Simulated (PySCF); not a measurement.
**Geometry relaxation, with input and output: CH₇FO₂Si₂**

The run: geometry relaxation of CH₇FO₂Si₂. Method and program: PBE0-D3(BJ)/def2-SVP geometry optimisation, gas phase (PySCF 2.14.0).

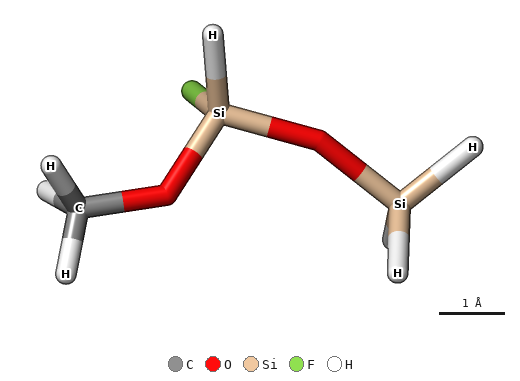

The starting structure (stick view, seen at a tilt). Bond lengths as drawn: C–H 1.07 to 1.11 Å, C–O 1.38 Å, F–Si 1.60 Å, H–Si 1.45 to 1.47 Å and O–Si 1.60 to 1.62 Å.

## The input
```
{"job": {"xc": "PBE0", "basis": "def2-SVP", "d3": "d3bj", "grid": 1, "shake": 0.01, "kind": "geom"}, "charge": 0, "multiplicity": 1}
C     -2.368280    -0.777210    -0.110540
O     -1.049680    -0.409360     0.065510
Si    -0.286060     0.927590    -0.381780
F     -0.430230     1.143960    -1.959710
O      1.282570     0.690260    -0.092330
Si     2.666520    -0.151100    -0.036980
H     -2.682080    -0.609920    -1.153170
H     -3.014230    -0.137420     0.521780
H     -2.502460    -1.796620     0.174650
H     -0.672220     2.158310     0.274780
H      2.887340    -0.771850    -1.333030
H      2.542160    -1.162750     1.022350
H      3.632450     0.879210     0.275650
```

The first line tells a small driver script what to run in PySCF; the rest is the geometry in Å.

Run on 1 CPU thread, shared host.

Run as:
```bash
OMP_NUM_THREADS=1 python <driver script> task.json out
```

## The program's output
```
step   0  E = -870.80503141  max force = 0.030446
step   1  E = -870.81328940  max force = 0.007969
step   2  E = -870.81371945  max force = 0.002959
step   3  E = -870.81378764  max force = 0.001781
step   4  E = -870.81389606  max force = 0.002469
step   5  E = -870.81397452  max force = 0.002817
step   6  E = -870.81406197  max force = 0.001377
step   7  E = -870.81413625  max force = 0.000945
step   8  E = -870.81420902  max force = 0.001802
step   9  E = -870.81423859  max force = 0.001363
step  10  E = -870.81425020  max force = 0.000369
optimisation converged
```

## Trajectory as extended XYZ (Å, eV, eV/Å), 8 of the 11 frames kept, from step=0 to step=10
```
13
Properties=species:S:1:pos:R:3:forces:R:3 step=0 energy=-23695.81186
C    -2.3683   -0.7772   -0.1105   -0.6056   1.5656  -0.2250
O    -1.0497   -0.4094    0.0655    0.2174  -0.8104   0.3992
Si   -0.2861    0.9276   -0.3818    1.0835   0.4304  -0.0689
F    -0.4302    1.1440   -1.9597   -0.3920   0.0995  -0.7038
O     1.2826    0.6903   -0.0923   -0.8714   0.6335   0.0974
Si    2.6665   -0.1511   -0.0370   -0.0496  -0.2094   0.2637
H    -2.6821   -0.6099   -1.1532   -0.1285  -0.2743  -0.0977
H    -3.0142   -0.1374    0.5218   -0.1686  -0.2295  -0.0024
H    -2.5025   -1.7966    0.1746   -0.1809  -1.1526   0.2113
H    -0.6722    2.1583    0.2748   -0.4395   0.4316   0.2727
H     2.8873   -0.7719   -1.3330    0.3362  -0.4110  -0.6204
H     2.5422   -1.1627    1.0224    0.2112  -0.3742   0.2847
H     3.6324    0.8792    0.2757    0.9878   0.3009   0.1893
13
Properties=species:S:1:pos:R:3:forces:R:3 step=1 energy=-23696.03657
C    -2.6308   -0.7250   -0.1679    0.1243  -0.3383   0.1097
O    -1.2856   -0.3869    0.0459    0.0895  -0.0287   0.0186
Si   -0.4939    0.9788   -0.4035   -0.4098  -0.0883  -0.0088
F    -0.7605    1.1978   -1.9863    0.1313  -0.0098   0.0453
O     1.0872    0.7862   -0.1026    0.2772  -0.0467  -0.0033
Si    2.5264   -0.0550   -0.0326   -0.0352   0.0186  -0.0602
H    -2.9125   -0.6411   -1.2289   -0.0118   0.0344  -0.0773
H    -3.3135   -0.0991    0.4288   -0.0337   0.0853   0.0343
H    -2.7800   -1.7783    0.1446    0.0303   0.2693  -0.0842
H    -1.0209    2.1775    0.2780    0.0843   0.0358   0.0158
H     2.8057   -0.7143   -1.3453   -0.0598   0.0281   0.0493
H     2.4748   -1.0900    1.0416   -0.0631   0.0318  -0.0240
H     3.6347    0.8999    0.2722   -0.1234   0.0085  -0.0154
13
Properties=species:S:1:pos:R:3:forces:R:3 step=3 energy=-23696.05013
C    -2.5993   -0.7359   -0.1724   -0.0384   0.0373  -0.0326
O    -1.2610   -0.3942    0.0673    0.0263  -0.0289   0.0276
Si   -0.5015    0.9874   -0.3793   -0.0127  -0.0204  -0.0304
F    -0.7443    1.2051   -1.9639   -0.0118   0.0059   0.0002
O     1.0848    0.8061   -0.0931    0.0349   0.0916   0.0264
Si    2.5007   -0.0594   -0.0436   -0.0301  -0.0328  -0.0051
H    -2.8583   -0.6510   -1.2421    0.0037   0.0000   0.0090
H    -3.2945   -0.0997    0.4045    0.0068  -0.0037  -0.0056
H    -2.7572   -1.7783    0.1378   -0.0020  -0.0244   0.0105
H    -1.0124    2.1909    0.3053   -0.0052  -0.0065   0.0079
H     2.7263   -0.7466   -1.3478    0.0066  -0.0101  -0.0049
H     2.4355   -1.0695    1.0508    0.0097  -0.0083  -0.0006
H     3.6123    0.8955    0.2204    0.0122   0.0003  -0.0023
13
Properties=species:S:1:pos:R:3:forces:R:3 step=4 energy=-23696.05308
C    -2.5750   -0.7408   -0.1837   -0.0285   0.0781  -0.0458
O    -1.2408   -0.3986    0.0874   -0.0300  -0.0281   0.0033
Si   -0.5043    0.9981   -0.3509    0.1109   0.0148  -0.0096
F    -0.7590    1.2270   -1.9312   -0.0274   0.0016  -0.0348
O     1.0906    0.8409   -0.0802   -0.1270   0.1184   0.0238
Si    2.4818   -0.0611   -0.0540    0.0487  -0.0959   0.0071
H    -2.8070   -0.6634   -1.2603    0.0172  -0.0091   0.0157
H    -3.2848   -0.0973    0.3673    0.0192  -0.0110   0.0085
H    -2.7420   -1.7786    0.1316   -0.0121  -0.0702   0.0262
H    -1.0272    2.1882    0.3466   -0.0087  -0.0026   0.0176
H     2.6458   -0.7959   -1.3416    0.0073   0.0022  -0.0113
H     2.4287   -1.0405    1.0695    0.0118   0.0061   0.0014
H     3.6243    0.8727    0.1435    0.0186  -0.0044  -0.0019
13
Properties=species:S:1:pos:R:3:forces:R:3 step=6 energy=-23696.05759
C    -2.5250   -0.7510   -0.2003    0.0347  -0.0066   0.0258
O    -1.1996   -0.3898    0.1000   -0.0535   0.0201  -0.0474
Si   -0.5020    1.0362   -0.3184    0.0547  -0.0083   0.0213
F    -0.7854    1.2875   -1.8913   -0.0056   0.0000  -0.0138
O     1.0999    0.9135   -0.0633   -0.0708   0.0495   0.0104
Si    2.4373   -0.0749   -0.0671    0.0437  -0.0622  -0.0033
H    -2.7291   -0.6898   -1.2827    0.0042  -0.0023  -0.0003
H    -3.2542   -0.1100    0.3268    0.0045  -0.0007   0.0050
H    -2.6869   -1.7883    0.1257   -0.0048  -0.0092   0.0019
H    -1.0485    2.1953    0.4129   -0.0015   0.0033  -0.0007
H     2.4874   -0.8782   -1.3238   -0.0041   0.0085  -0.0022
H     2.3946   -0.9954    1.1053   -0.0013   0.0096   0.0021
H     3.6425    0.7955    0.0201   -0.0001  -0.0017   0.0013
13
Properties=species:S:1:pos:R:3:forces:R:3 step=7 energy=-23696.05961
C    -2.4950   -0.7581   -0.2052    0.0472  -0.0392   0.0486
O    -1.1754   -0.3761    0.0937   -0.0324   0.0422  -0.0471
Si   -0.4971    1.0646   -0.3112   -0.0211  -0.0365   0.0182
F    -0.7905    1.3277   -1.8812    0.0088   0.0017   0.0085
O     1.1056    0.9534   -0.0574    0.0266   0.0031   0.0026
Si    2.4080   -0.0872   -0.0705   -0.0002  -0.0068  -0.0071
H    -2.6993   -0.7028   -1.2875   -0.0072   0.0029  -0.0077
H    -3.2328   -0.1277    0.3223   -0.0063   0.0044  -0.0023
H    -2.6410   -1.7978    0.1239    0.0006   0.0206  -0.0104
H    -1.0551    2.2086    0.4353    0.0003   0.0035  -0.0096
H     2.3978   -0.9154   -1.3119   -0.0052   0.0022   0.0042
H     2.3599   -0.9782    1.1237   -0.0047   0.0019   0.0014
H     3.6460    0.7397   -0.0301   -0.0064   0.0001   0.0007
13
Properties=species:S:1:pos:R:3:forces:R:3 step=9 energy=-23696.06240
C    -2.4404   -0.7682   -0.2094    0.0142  -0.0247   0.0226
O    -1.1316   -0.3445    0.0722    0.0028   0.0354  -0.0109
Si   -0.4840    1.1173   -0.3059   -0.0538  -0.0337  -0.0016
F    -0.7849    1.4043   -1.8706    0.0141   0.0029   0.0149
O     1.1212    1.0180   -0.0532    0.0701  -0.0350  -0.0089
Si    2.3505   -0.1141   -0.0734   -0.0320   0.0394   0.0004
H    -2.6625   -0.7132   -1.2884   -0.0075   0.0049  -0.0035
H    -3.1914   -0.1664    0.3327   -0.0055   0.0043  -0.0028
H    -2.5478   -1.8144    0.1140    0.0027   0.0188  -0.0075
H    -1.0593    2.2391    0.4606    0.0008   0.0003  -0.0062
H     2.2304   -0.9846   -1.2791    0.0001  -0.0072   0.0043
H     2.2899   -0.9498    1.1592   -0.0028  -0.0058   0.0005
H     3.6410    0.6271   -0.1147   -0.0033   0.0005  -0.0012
13
Properties=species:S:1:pos:R:3:forces:R:3 step=10 energy=-23696.06271
C    -2.4450   -0.7630   -0.2038   -0.0190   0.0114  -0.0123
O    -1.1348   -0.3358    0.0596    0.0112  -0.0012   0.0116
Si   -0.4798    1.1212   -0.3165    0.0025  -0.0070  -0.0049
F    -0.7695    1.4125   -1.8819    0.0050   0.0002  -0.0008
O     1.1251    1.0111   -0.0589    0.0028  -0.0006  -0.0112
Si    2.3501   -0.1233   -0.0706   -0.0169   0.0130   0.0077
H    -2.6877   -0.6961   -1.2781    0.0023   0.0017   0.0033
H    -3.1902   -0.1713    0.3574    0.0037   0.0007   0.0028
H    -2.5415   -1.8130    0.1080    0.0001  -0.0047   0.0031
H    -1.0517    2.2475    0.4459    0.0024  -0.0014   0.0028
H     2.2336   -0.9978   -1.2734    0.0014  -0.0073  -0.0008
H     2.2804   -0.9564    1.1636    0.0013  -0.0034  -0.0003
H     3.6422    0.6149   -0.1074    0.0031  -0.0015  -0.0009
```

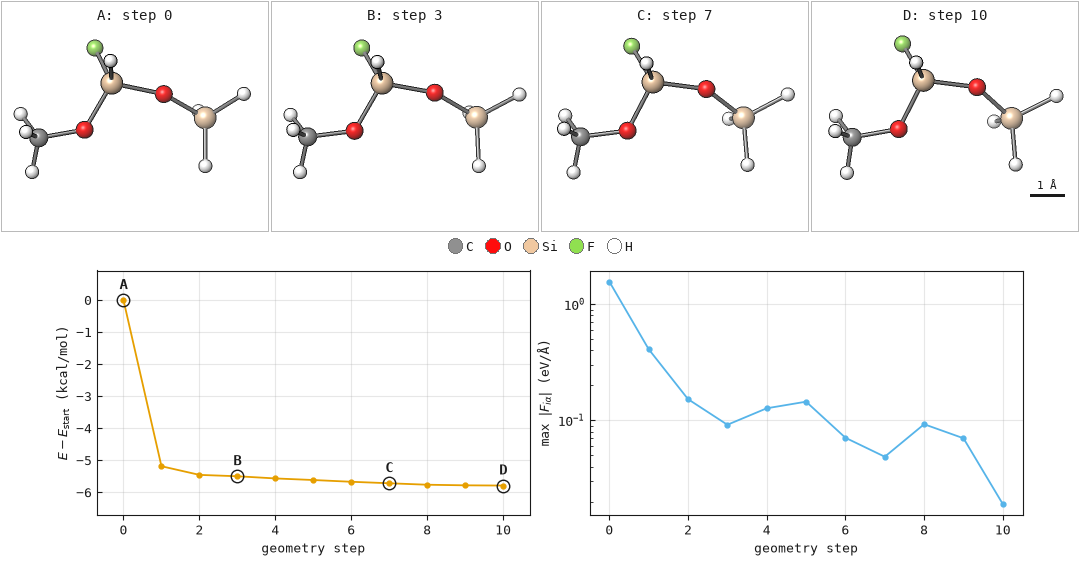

Frames of the relaxation (ball-and-stick view, seen at a tilt) above the curves, on which the letters mark them (steps are counted from 0).

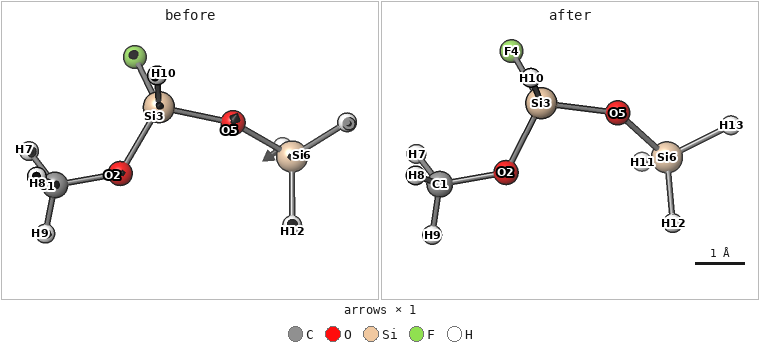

Before (left) and after (right) the relaxation, at one scale (ball-and-stick view, seen at a tilt). The black arrows give the displacements, at true length. The atom that moves furthest after the best rigid fit is H11 (0.53 Å). By element the largest moves are H 0.53 Å, O 0.29 Å, F 0.25 Å, Si 0.17 Å, C 0.15 Å. Among the contacts that change: O5–Si6 1.621 → 1.670 Å, Si6–H11 1.454 → 1.492 Å, O2–Si3 1.603 → 1.641 Å, C1–H9 1.067 → 1.099 Å. Among the angles that change: Si3–O5–Si6 156.0° → 140.1°, O5–Si6–H13 102.0° → 107.5°, H11–Si6–H13 113.3° → 109.8°. Over 10 geometry steps the energy falls by 5.78 kcal/mol. The largest force component goes from 1.6 to 0.019 eV/Å. (Atoms are counted from 1 in the order of the input.)

## Results in brief

```tsv
quantity	value
outcome	converged
total energy	−870.814250 hartree
dipole moment	1.49 D
point group	C1
wall time	61 s
peak memory	0.52 GiB
```
